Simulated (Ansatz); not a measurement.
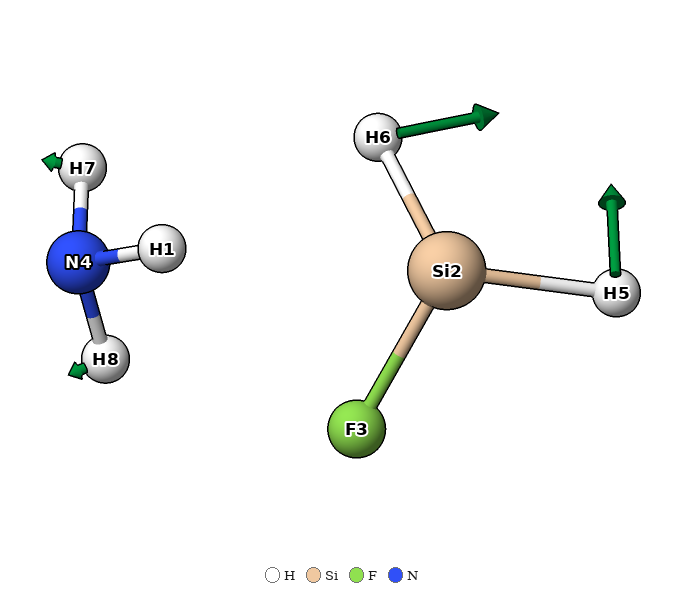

The arrows show one normal mode. State: neutral, doublet. Harmonic vibrations computed with UKS PBE0-D4/def2-TZVP (Ansatz 0.2.0) at a stationary point of the same level.

Describe the motion.

Mostly H–Si–H bending.

Estimate its harmonic wavenumber.

920 cm⁻¹; it is mode 10 of 18 counted from the lowest.
